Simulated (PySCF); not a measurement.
# C₂H₈N₂O₃Si: electronic excitations

What electronic excitations should C₂H₈N₂O₃Si (`CO[Si@](N)(O)NC=O`) show?

Computed with PySCF 2.14.0, with density-fitted response routines of our own, on a single molecule in the gas phase. Atoms are numbered from 0 throughout.

### 1 The starting structure

16 atoms, charge 0, multiplicity 1; geometry from: GFN2-xTB.

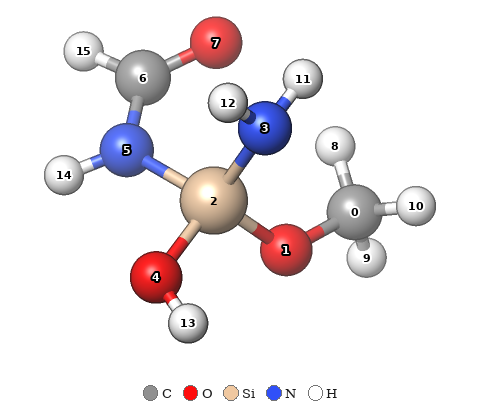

The starting geometry (carbon grey, oxygen red, silicon light orange, nitrogen blue, hydrogen white), atoms numbered.

### 2 Excited states and response: PBE0/def2-SVPD

Job settings and geometry (Å):

```
{"job": {"kind": "uv", "xc": "PBE0", "basis": "def2-SVPD", "nstates": 8, "ntriplets": 3}, "charge": 0, "multiplicity": 1}
C      2.016565     0.510799     0.713670
O      1.406236     0.038699    -0.462670
Si    -0.082158    -0.545065    -0.675964
N     -0.431518    -1.812794     0.437216
O     -0.206489    -1.038460    -2.212970
N     -1.294282     0.746865    -0.690000
C     -1.594941     1.413705     0.428808
O     -1.071844     1.197271     1.498729
H      1.285047     0.964407     1.381369
H      2.762820     1.252004     0.425539
H      2.507636    -0.318370     1.226629
H     -0.361783    -1.583831     1.416771
H     -1.257173    -2.369903     0.283883
H      0.462604    -1.626686    -2.549424
H     -1.775369     0.989551    -1.539808
H     -2.372948     2.190750     0.306811
```

Level: TDDFT PBE0/def2-SVPD, vertical, gas phase, core orbitals frozen in the response.

Started as:

```bash
OMP_NUM_THREADS=1 python probes_run.py task.json out
```

One launch serves the whole session: the jobs run in the order shown.

Predict these results of the whole session: lowest singlet (PBE0/def2-SVPD); brightest single state of those computed; lowest triplet.

**Answer**, as computed:

```
                                quantity                        value
         lowest singlet (PBE0/def2-SVPD)  5.66 eV (219 nm), f = 0.001
brightest single state of those computed  state 3, 6.77 eV, f = 0.046
                          lowest triplet                      5.14 eV
```

In words: The first singlet state (HOMO→LUMO+1 0.33, HOMO−1→LUMO+1 0.26) lies at 5.66 eV and is weak; of the 8 states computed, the strongest absorption comes from state 3 at 6.77 eV. The lowest triplet lies 0.51 eV below the lowest singlet (triplets in Tamm-Dancoff, singlets in full TDDFT).
